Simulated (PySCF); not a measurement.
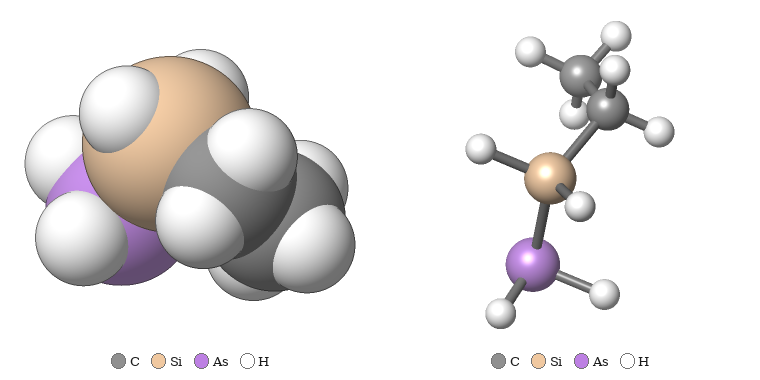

The same structure drawn twice, from different directions.

The computed structure is the end point of a PBE0-D3(BJ)/def2-SVP optimisation. No frequency run is at hand to confirm it as a minimum.

### Which formula does it have?

C2H9AsSi, 13 atoms: 2 carbon, 9 hydrogen, 1 arsenic and 1 silicon.

### Describe its rings.

It has no ring.

### What is its SMILES?

CC[SiH2][AsH2]
